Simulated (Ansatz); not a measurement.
**AlHO2 (SMILES [O]=[Al][OH]) at wB97X/STO-3G**

Aim: the electronic atomisation energy of AlHO2 at wB97X/STO-3G, from 4 runs. 

The results are computed with Ansatz 0.2.0.

62 further runs of the same task are left out: 8 that didn't finish, 54 set aside as unsound or not needed.

## 1. The molecule

The species is AlHO2 (4 atoms), meant as a singlet with charge 0. SMILES: `[O]=[Al][OH]`. The shape comes from GFN2-xTB, which is rough for such elements, and wasn't checked as a minimum.

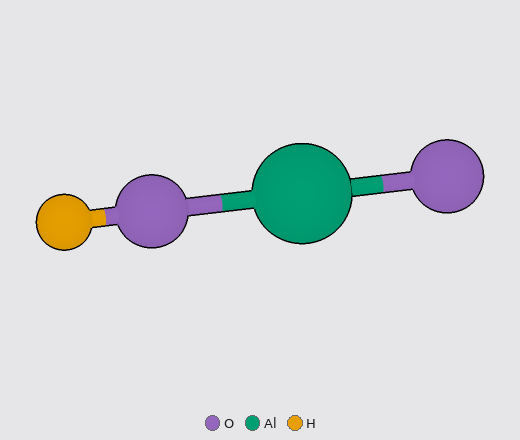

Viewed from a chosen angle; oxygen purple, aluminium teal, hydrogen amber.

## 2. A single-point energy at wB97X/STO-3G

job.yaml

```yaml
crystal:
  periodic: [false, false, false]
  atoms:
    - symbol: O
      position_ang: [-1.605830, -1.403740, -0.651200]
    - symbol: Al
      position_ang: [-0.474020, -0.415070, -0.191330]
    - symbol: O
      position_ang: [0.698750, 0.609040, 0.285100]
    - symbol: H
      position_ang: [1.381100, 1.209770, 0.557430]
basis:
  gaussian:
    orbitals: STO-3G
accuracy: high
magnetization:
  spin_polarized: false
hamiltonian:
  xc: {name: wB97X}
```

The run is started by

```sh
$ ansatz run job.yaml --threads 1 --pin off --max-ram 2610MiB --events-out events.jsonl --progress --plain --runs-dir runs
```

The log of the run:

```text
Warning: RAYON_NUM_THREADS=1 ignored (pool sized by the plan → 1); use --threads N
Functional definition: wB97X
  name "wB97X"
  parameter omega = 0.3/bohr
  parameter cx = 0.157706
  parameter cx1 = 0.726479
  parameter cx2 = 1.04760
  parameter cx3 = -5.70635
  parameter cx4 = 13.2794
  parameter css1 = -4.33879
  parameter css2 = 18.2308
  parameter css3 = -31.7430
  parameter css4 = 17.2901
  parameter cos1 = 2.37031
  parameter cos2 = -11.3995
  parameter cos3 = 6.58405
  parameter cos4 = -3.78132
  exchange = spin_sum(e_x_unif_sr(omega)*poly(b97_u_x, 1 - cx, cx1, cx2, cx3, cx4)) + cx*exact_x_sr(omega)
      + exact_x_lr(omega)
  correlation = spin_sum(e_c_pw_same_spin*poly(b97_u_same, 1, css1, css2, css3, css4))
      + integral(e_c_pw_opposite_spin*poly(b97_u_opposite, 1, cos1, cos2, cos3, cos4))
342 factors; integrals over basis functions are off by at most 1.7e-8 eV
134 factors; integrals over basis functions are off by at most 9.6e-10 eV
mean field evaluation 1: about -10559.2046 eV, gradient 4.2e1 eV
mean field evaluation 2: about -10528.1360 eV, gradient 1.3e2 eV
mean field evaluation 4: about -10567.1348 eV, gradient 4.4e0 eV
mean field evaluation 8: about -10567.1760 eV, gradient 3.6e-2 eV
mean field evaluation 16: about -10567.1760 eV, gradient 1.1e-6 eV
mean field -10567.17601618 eV, -388.3365559055 hartree, gradient 1.8e-8 eV, S^2 0.000000; 0 other end points of the search recorded, 0 dependent functions left out
reference -10567.17601472 eV, -388.3365558518 hartree; 15, 15 occupied and 5, 5 virtual orbitals, 342 factors
Total energy: -10567.17601472 eV, -388.3365558518 hartree
```

Run time: 3.3 s. Hardware: 1 thread of Intel Xeon 6975P-C (Granite Rapids), shared host; peak memory 0.25 GiB.

## 3. The Al atom, same level

input.yaml

```yaml
crystal:
  periodic: [false, false, false]
  atoms:
    - {symbol: Al, position_ang: [0.000000, 0.000000, 0.000000]}
basis:
  gaussian:
    orbitals: STO-3G
magnetization:
  spin_polarized: true
  initial_magnetization: 1
hamiltonian:
  xc: {name: wB97X}
accuracy: high
```

Run the same way, it converges to -239.31015 Eh (log not shown).

## 4. The H atom, same level

job.yaml

```yaml
crystal:
  periodic: [false, false, false]
  atoms:
    - {symbol: H, position_ang: [0.000000, 0.000000, 0.000000]}
basis:
  gaussian:
    orbitals: STO-3G
magnetization:
  spin_polarized: true
  initial_magnetization: 1
hamiltonian:
  xc: {name: wB97X}
accuracy: high
```

Run the same way, it converges to -0.46692 Eh (log not shown).

## 5. The O atom

in.yaml

```yaml
crystal:
  periodic: [false, false, false]
  atoms:
    - {symbol: O, position_ang: [0.000000, 0.000000, 0.000000]}
basis:
  gaussian:
    orbitals: STO-3G
magnetization:
  spin_polarized: true
  initial_magnetization: 2
hamiltonian:
  xc: {name: wB97X}
accuracy: high
```

The run is started by

```sh
$ ansatz run in.yaml --threads 1 --pin off --max-ram 2610MiB --events-out events.jsonl --progress --plain --runs-dir runs
```

The log of the run:

```text
Warning: RAYON_NUM_THREADS=1 ignored (pool sized by the plan → 1); use --threads N
[... 17 set-up lines as earlier in the session ...]
      + exact_x_lr(omega)
[... 1 set-up line as earlier in the session ...]
      + integral(e_c_pw_opposite_spin*poly(b97_u_opposite, 1, cos1, cos2, cos3, cos4))
15 factors; integrals over basis functions are off by at most 1.1e-9 eV
15 factors; integrals over basis functions are off by at most 4.2e-10 eV
mean field evaluation 1: about -2014.6300 eV, gradient 1.6e-9 eV
mean field evaluation 2: about -2014.6297 eV, gradient 5.9e-10 eV
mean field -2014.62968044 eV, -74.0362751911 hartree, gradient 0.0e0 eV, S^2 2.000000; 0 other end points of the search recorded, 0 dependent functions left out
reference -2014.62968021 eV, -74.0362751826 hartree; 5, 3 occupied and 0, 2 virtual orbitals, 15 factors
Total energy: -2014.62968021 eV, -74.0362751826 hartree
```

Wall time 0.48 s (1 thread of Intel Xeon 6975P-C (Granite Rapids), shared host); peak memory 0.14 GiB.

## 6. Results

At wB97X/STO-3G:

| quantity | value |
| --- | --- |
| molecule: total energy | -388.33656 Eh |
| Al atom: total energy | -239.31015 Eh |
| Al atom: ⟨S²⟩ | 0.750 |
| H atom: total energy | -0.46692 Eh |
| H atom: ⟨S²⟩ | 0.750 |
| O atom: total energy | -74.03628 Eh |
| O atom: ⟨S²⟩ | 2.000 |
| electronic atomisation energy | 13.250 eV |

What this shows: Taking the molecule apart into free atoms costs 13.25 eV (306 kcal/mol), before zero-point energy and without spin-orbit coupling. In a minimal basis such a difference can be off by several eV, whatever the method.
